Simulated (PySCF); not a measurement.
## Two runs on Si₂NH₇

System: Si₂NH₇.
Method of run 1: RKS PBE-D4/def2-TZVPP, density fitting (PySCF 2.14.0).

The geometry comes from this level: PBE0-D4/def2-TZVP. Text and figures count atoms from 1; the logs count them from 0 in places.

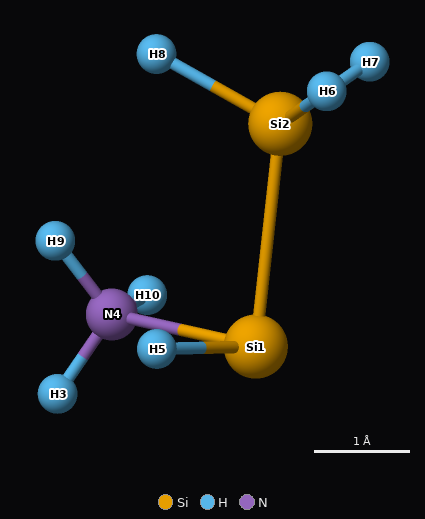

**Figure 1.** The structure (ball-and-stick view, seen at a tilt; atoms are numbered from 1 in the order of the input). Bond lengths as drawn: H–N 1.01 to 1.02 Å, H–Si 1.49 to 1.53 Å, N–Si 2.04 Å and Si–Si 2.38 Å.

## Input file, run 1
```python
import json, numpy as np
from pyscf import gto, scf, dft, mp, cc
EV, BOHR = 27.211386245988, 0.529177210903
mol = gto.M(atom="""
Si -1.089922 -0.984037 -0.002730
Si 1.113535 -0.712982 0.850976
H -1.775500 1.061869 -1.378678
N -0.861647 0.699280 -1.127005
H -1.628015 -0.101860 1.121157
H 1.252770 -1.248750 2.236557
H 2.182962 -1.366326 0.034749
H 1.516169 0.739178 0.905477
H -0.346388 1.426666 -0.638202
H -0.368610 0.484383 -1.987656
""", basis="def2-tzvpp", charge=0, spin=0, max_memory=8670, verbose=0)
def mean_field(mol, dm=None):
    mf = dft.RKS(mol, xc="pbe").density_fit()
    mf.conv_tol = 1e-9; mf.grids.level = 4
    mf.kernel(dm0=dm)
    if not mf.converged: mf = mf.newton().run(mf.mo_coeff, mf.mo_occ)
    assert mf.converged
    return mf
def d4(mol):
    from pyscf.dispersion.dftd4 import DFTD4Dispersion
    real = gto.M(atom=[(mol.atom_pure_symbol(i), mol.atom_coord(i)) for i in range(10)], unit='B', charge=mol.charge, spin=None, basis='def2-svp', verbose=0)
    r = DFTD4Dispersion(real, xc="pbe", atm=True).get_dispersion(grad=True); return r["energy"], r["gradient"]
def energy_and_gradient(mol, dm=None):
    mf = mean_field(mol, dm); e, g = d4(mol)
    return mf, (mf.e_tot + e) * EV, (mf.nuc_grad_method().kernel()[:10] + g) * EV / BOHR
out = {}
mf = mean_field(mol); e = d4(mol)[0]
out.update(energy=(mf.e_tot + e) * EV, converged=True, dispersion=e * EV)
out['s2'] = mf.spin_square()[0]; out['nelec'] = mol.nelec
print(f"Total energy {out['energy']:.6f} eV, <S^2> {out['s2']:.4f}")
json.dump(out, open("out.json", "w"), default=float)
```

Command:
```bash
OMP_NUM_THREADS=4 python run.py
```

Hardware: 4 threads of Arm Neoverse V1, 23 GiB of memory available, shared host.

## Output (run 1)
```
Total energy -17349.541397 eV, <S^2> 0.0000
```

For run 2 the input was changed thus:
```diff
-    mf = dft.RKS(mol, xc="pbe").density_fit()
+    mf = dft.RKS(mol, xc="pbe0").density_fit()
-    r = DFTD4Dispersion(real, xc="pbe", atm=True).get_dispersion(grad=True); return r["energy"], r["gradient"]
+    r = DFTD4Dispersion(real, xc="pbe0", atm=True).get_dispersion(grad=True); return r["energy"], r["gradient"]
```

What does this change do to the results?

The total energies belong to different models, so their difference says nothing on which is more stable or more accurate. The functional changes from PBE to PBE0.

## Output (run 2)
```
Total energy -17351.247001 eV, <S^2> 0.0000
```

## The two runs side by side

```tsv
quantity	run 1	run 2
outcome	converged	converged
total energy (hartree)	−637.583886	−637.646566
basis functions	213	213
wall time (shared host)	14 s	13 s
```
